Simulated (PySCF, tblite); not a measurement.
**C4H9FN radical: geometry, infrared bands and EPR parameters**

Aim: predict the infrared bands and EPR parameters of C4H9FN radical (`[CH2]NCCCF`).

The runs use tblite 0.8.0 and PySCF 2.14.0, with density-fitted response routines of our own; the level of theory stands in each step. All values are computed, except where a source is named. Atoms count from 0, in the outputs and in this text.

## Step 1: The molecule as given

15 atoms, charge 0, multiplicity 2; geometry from: force field or distance geometry start.

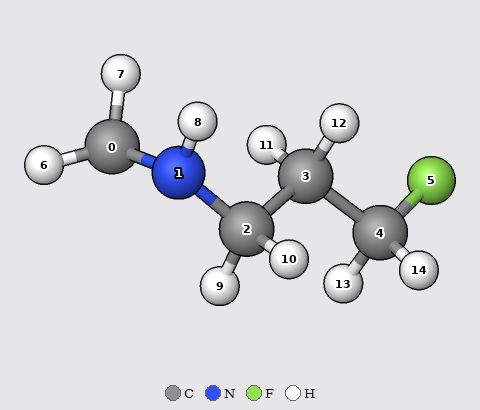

The starting geometry (carbon grey, nitrogen blue, fluorine green, hydrogen white), atoms numbered.

## Step 2: Optimising the geometry with GFN2-xTB

What the job is given:

```
{"job": {"kind": "relax", "xc": "GFN2-xTB", "basis": "xTB"}, "charge": 0, "multiplicity": 2}
C      2.108000    -0.946200    -0.124300
N      1.608100     0.391600    -0.352000
C      0.282000     0.473600    -0.813900
C     -0.655600     0.045200     0.305700
C     -2.111300     0.085400    -0.116600
F     -2.899500    -0.295600     0.946800
H      3.005400    -1.180100    -0.704900
H      2.215900    -1.120400     0.981000
H      1.896600     1.075400     0.372800
H      0.098500    -0.198000    -1.665000
H     -0.004900     1.508500    -1.179500
H     -0.398200    -0.948400     0.700000
H     -0.563100     0.796300     1.123900
H     -2.170600    -0.718200    -0.912500
H     -2.415600     1.038800    -0.594900
```

Run with:

```bash
OMP_NUM_THREADS=1 python probes_run.py task.json out
```

One launch serves the whole session: the jobs run in the order shown.

Standard output:

```text
step      E/eV     max force
  0    -563.00596    2.309
  1    -563.25410    1.352
  2    -563.36994    0.806
  3    -563.46857    0.655
  4    -563.51564    0.616
  5    -563.54569    0.487
  6    -563.57590    0.628
  7    -563.60505    0.575
  8    -563.62990    0.498
  9    -563.65379    0.511
 10    -563.67934    0.506
 11    -563.71437    0.618
 12    -563.76048    0.685
 13    -563.80184    0.572
 14    -563.81246    1.226
 15    -563.84990    0.784
 16    -563.87130    0.420
 17    -563.88314    0.295
 18    -563.89599    0.346
 19    -563.90658    0.351
 20    -563.91678    0.275
 21    -563.92239    0.240
 22    -563.92612    0.193
 23    -563.92980    0.217
 24    -563.93374    0.165
 25    -563.93955    0.180
 26    -563.94264    0.194
 27    -563.94996    0.270
 28    -563.95819    0.293
 29    -563.96545    0.721
 30    -563.97607    0.470
 31    -563.98480    0.328
 32    -563.99495    0.232
 33    -563.99967    0.348
 34    -564.00385    0.125
 35    -564.00548    0.101
 36    -564.00773    0.100
 37    -564.01001    0.127
 38    -564.01196    0.088
 39    -564.01283    0.059
 40    -564.01332    0.061
 41    -564.01386    0.080
 42    -564.01448    0.064
 43    -564.01495    0.061
 44    -564.01521    0.033
 45    -564.01537    0.034
 46    -564.01558    0.036
 47    -564.01574    0.029
 48    -564.01582    0.026
 49    -564.01586    0.022
 50    -564.01590    0.015
 51    -564.01594    0.013
 52    -564.01596    0.010
```

Wall time 0.23 s (1 thread of Arm Neoverse V1, shared host).

Along the way: (not every step is listed)

```tsv
step	energy from step 0 (eV)	largest force (eV/Å)
0	0.0000	2.3094
1	-0.2481	1.3519
2	-0.3640	0.8057
3	-0.4626	0.6549
4	-0.5097	0.6162
5	-0.5397	0.4869
6	-0.5699	0.6282
7	-0.5991	0.5746
8	-0.6239	0.4981
11	-0.7084	0.6178
14	-0.8065	1.2256
17	-0.8772	0.2951
20	-0.9108	0.2747
23	-0.9238	0.2171
26	-0.9367	0.1941
29	-0.9595	0.7214
32	-0.9890	0.2318
35	-0.9995	0.1006
38	-1.0060	0.0877
41	-1.0079	0.0799
44	-1.0093	0.0333
47	-1.0098	0.0291
48	-1.0099	0.0264
49	-1.0099	0.0218
50	-1.0099	0.0148
51	-1.0100	0.0126
52	-1.0100	0.0103
```

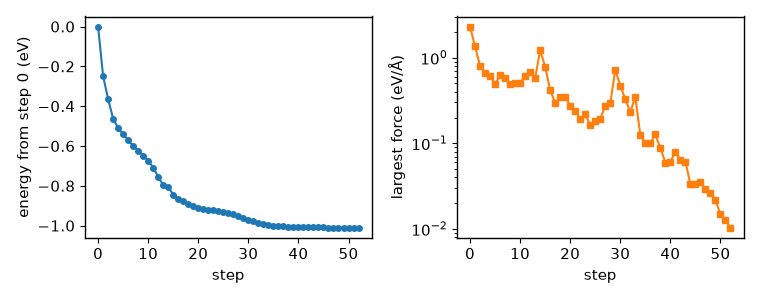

Energy and largest force along the relaxation.

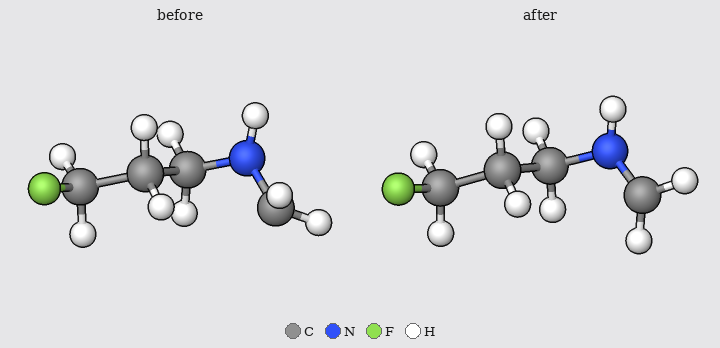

Before and after, at one scale.

Close pairs (by a distance rule), those that changed most:

```tsv
bond	before (Å)	after (Å)	change (Å)
C0–N1	1.446	1.389	-0.057
C0–H7	1.124	1.073	-0.051
C2–H10	1.134	1.095	-0.040
C4–H13	1.133	1.095	-0.038
N1–C2	1.407	1.440	+0.034
N1–H8	1.037	1.012	-0.025
C3–H12	1.115	1.092	-0.022
C0–H6	1.094	1.074	-0.020
```

The next job starts from the end point, and lists it.

## Step 3: Harmonic vibrations with GFN2-xTB

What the job is given:

```
{"job": {"kind": "ir", "xc": "GFN2-xTB", "basis": "xTB"}, "charge": 0, "multiplicity": 2}
C      2.261196    -0.804082     0.047492
N      1.668049     0.427312    -0.202081
C      0.318913     0.450701    -0.705924
C     -0.729971     0.049235     0.343573
C     -2.131641     0.047279    -0.244884
F     -3.055611    -0.262085     0.724703
H      2.067331    -1.577177    -0.672268
H      3.218896    -0.779139     0.529967
H      1.836995     1.106561     0.529283
H      0.268970    -0.241226    -1.551097
H      0.106070     1.460279    -1.072039
H     -0.490406    -0.946204     0.723155
H     -0.698617     0.747878     1.182855
H     -2.239097    -0.705710    -1.032437
H     -2.405491     1.034367    -0.633520
```

Standard output:

```text
mode    cm-1     km/mol
  1      72.4      3.83
  2      82.4      2.81
  3     120.7      1.67
  4     182.8      4.00
  5     285.9     10.86
  6     346.5      4.14
  7     420.9      7.17
  8     471.6     11.13
  9     583.7     69.15
 10     691.7     77.16
 11     786.7     10.94
 12     871.8      3.08
 13     975.6     18.36
 14    1027.4     41.76
 15    1037.3      5.71
 16    1052.1     31.17
 17    1079.0     22.85
 18    1154.6      8.02
 19    1204.3      4.24
 20    1245.4      0.13
 21    1252.3      0.94
 22    1260.6      3.88
 23    1290.9      3.26
 24    1330.6      1.46
 25    1346.2     21.82
 26    1370.2     10.21
 27    1453.0      3.95
 28    1454.7     20.78
 29    1471.6      4.01
 30    1486.1      1.34
 31    2936.9     21.57
 32    2943.6     36.15
 33    2948.6     27.99
 34    2965.9     19.73
 35    2985.2     58.06
 36    2996.6     28.93
 37    3112.9     33.74
 38    3162.0     55.42
 39    3387.4      3.82
```

Wall time 0.31 s (1 thread of Arm Neoverse V1, shared host).

The strongest bands and the atoms that carry them (share of the mass-weighted mode):

```tsv
cm⁻¹	km/mol	atoms
584	69.2	H6 46 %, H7 21 %, C0 20 %
692	77.2	H8 60 %, N1 23 %
1027	41.8	C4 34 %, F5 23 %
1052	31.2	C2 19 %, C4 18 %, H10 14 %
2944	36.1	H10 83 %
2985	58.1	H12 69 %, H11 12 %
3113	33.7	H6 62 %, H7 34 %
3162	55.4	H7 59 %, H6 31 %, C0 10 %
```

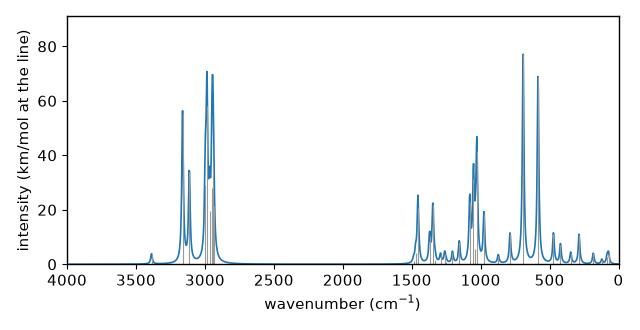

The infrared spectrum from these modes, unscaled. Lines are broadened to a width of 14 cm⁻¹ (Lorentzian).

## Step 4: g tensor and hyperfine couplings: B3LYP/pcH-1

Settings changed since step 3:

```diff
@@ -1,2 +1,2 @@
-{"job": {"kind": "ir", "xc": "GFN2-xTB", "basis": "xTB"}, "charge": 0, "multiplicity": 2}
+{"job": {"kind": "epr", "basis": "pcH-1"}, "charge": 0, "multiplicity": 2}
 C      2.261196    -0.804082     0.047492
```

Level: UKS B3LYP, pcH-1 on C F H N, non-relativistic, mean-field spin-orbit, GIAO.

Standard output:

```text
UKS, coarse grid
  cycle   1  E = -312.33640196  |g| = 3.94e-01
  cycle   2  E = -312.30561561  |g| = 5.35e-01
  cycle   3  E = -312.39500457  |g| = 5.54e-02
  cycle   4  E = -312.39584637  |g| = 2.91e-02
  cycle   5  E = -312.39622116  |g| = 4.86e-03
  cycle   6  E = -312.39623471  |g| = 1.70e-03
  cycle   7  E = -312.39623740  |g| = 9.67e-04
UKS, final grid
  cycle   1  E = -312.39612832  |g| = 1.13e-03
  cycle   2  E = -312.39612789  |g| = 1.58e-03
  cycle   3  E = -312.39612890  |g| = 1.56e-04
  cycle   4  E = -312.39612891  |g| = 6.60e-05
  cycle   5  E = -312.39612891  |g| = 2.30e-05
E = -312.39612891 Eh   <S^2> = 0.7533 (exact 0.7500)
g shifts (ppm)      1          2          3
  rmc          -173       -173       -173
  gc              6         40         36
  oz_so          -4        608       1384
  total        -171        475       1246
hyperfine (MHz)  atom isotope    a_iso     a_fc   dipolar eigenvalues
    0   13C     117.64     117.64    -66.59    -66.02    132.61
    1   14N      17.73      17.73    -13.97    -13.61     27.58
    2   13C       5.21       5.21     -2.29     -1.25      3.54
    3   13C       4.24       4.24     -3.01     -1.59      4.61
    4   13C       0.33       0.33     -0.32     -0.13      0.46
    5   19F      11.71      11.71     -3.88     -3.34      7.22
    6    1H     -28.29     -28.29    -31.44     -0.70     32.14
    7    1H     -32.01     -32.01    -31.46     -1.00     32.45
    8    1H       0.95       0.95    -15.09     -6.59     21.68
    9    1H       5.50       5.50     -3.90     -3.12      7.02
   10    1H       5.10       5.10     -3.79     -2.80      6.59
   11    1H      -1.58      -1.58     -5.00     -2.11      7.11
   12    1H       0.04       0.04     -2.23     -1.51      3.74
   13    1H       0.17       0.17     -0.88     -0.84      1.72
   14    1H       0.85       0.85     -0.88     -0.68      1.56
```

Wall time 38 s (1 thread of Arm Neoverse V1, shared host); peak memory 0.87 GiB.

Principal g values 2.00215, 2.00279, 2.00357; g(iso) = 2.00284, against 2.00232 for a free electron.

Mean a(iso) over the nuclei that a row names, and the largest dipolar term of the row (other rows stand at the frozen geometry):

```tsv
nuclei	isotope	a(iso) (MHz)	a(iso) (G, at g = 2.0023)	largest dipolar term (MHz)
C0	13C	117.6	42.0	132.6
H6, H7	1H	-30.2	-10.8	32.5
N1	14N	17.7	6.3	27.6
F5	19F	11.7	4.2	7.2
H9, H10	1H	5.3	1.9	7.0
C2	13C	5.2	1.9	3.5
C3	13C	4.2	1.5	4.6
H8	1H	0.9	0.3	21.7
H11, H12	1H	-0.8	-0.3	7.1
H13, H14	1H	0.5	0.2	1.7
C4	13C	0.3	0.1	0.5
```

Mulliken spin populations:

C0 0.85; N1 0.19; C2 -0.01; C3 0.02; C4 0.00; F5 0.00; H6 -0.03; H7 -0.03; H8 0.00; H9 0.00; H10 0.00; H11 0.00; H12 0.00; H13 0.00; H14 0.00

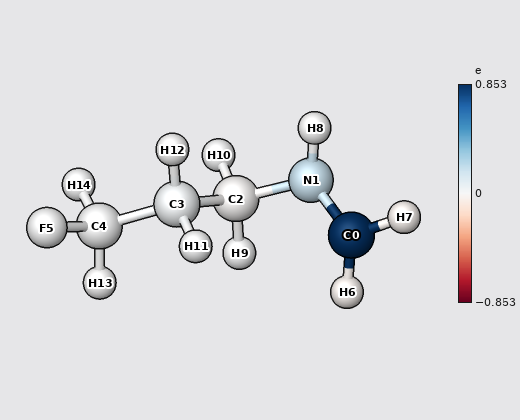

Mulliken spin populations, as colours on the atoms.

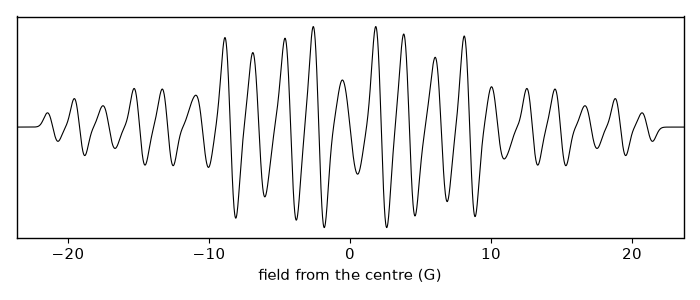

First-order isotropic spectrum (first derivative, main isotopes with spin only, couplings over 0.8 MHz, Gaussian width 0.3 G; couplings of the frozen geometry, rotation of groups not averaged beyond the rows shown).

The fields below are evaluated on a grid from the run's orbitals.

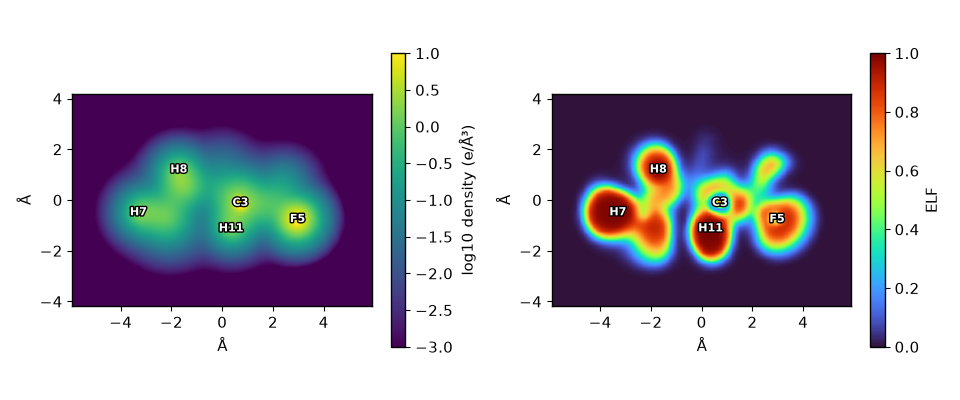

Density (left) and ELF (right) in a plane through or near 5 of the atoms.

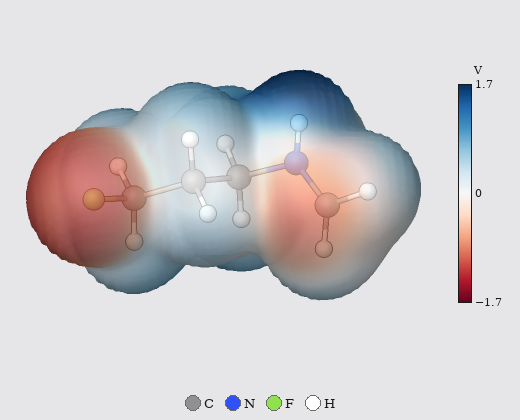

The potential that a unit positive charge feels on the 0.002 e/bohr³ surface, from -1.11 V near F5 to 1.70 V near H8.

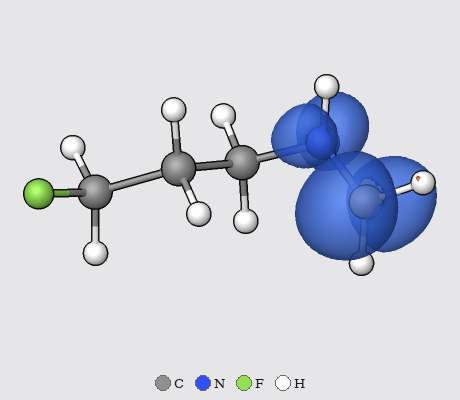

Spin density at ±0.04 e/Å³ (alpha excess blue, beta excess red).

## Step 5: What came out

| quantity | value |
| --- | --- |
| strongest single infrared mode (GFN2-xTB) | 692 cm⁻¹, 77 km/mol |
| zero-point energy (GFN2-xTB) | 78.4 kcal/mol |
| g(iso) (B3LYP) | 2.00284 |
| ⟨S²⟩ | 0.753 (exact 0.75) |
| largest a(iso) (averaged by class) | 13C on C0, 117.6 MHz |
| surface potential, least and greatest | -1.11 V and 1.70 V |

In words: The optimisation took 52 steps and gained 1.010 eV; among the close pairs (by a distance rule), C0–N1 changed most, from 1.446 to 1.389 Å. No mode is imaginary among the 39: a minimum at this level. The strongest single mode, at 692 cm⁻¹, moves mainly H8. GFN2-xTB is a fitted tight-binding method: band positions and strengths are rough. Its intensities can rank the bands wrongly. C0 carries the largest spin population, 0.85 e. The isotropic g lies 0.5 ppt above the free-electron value.
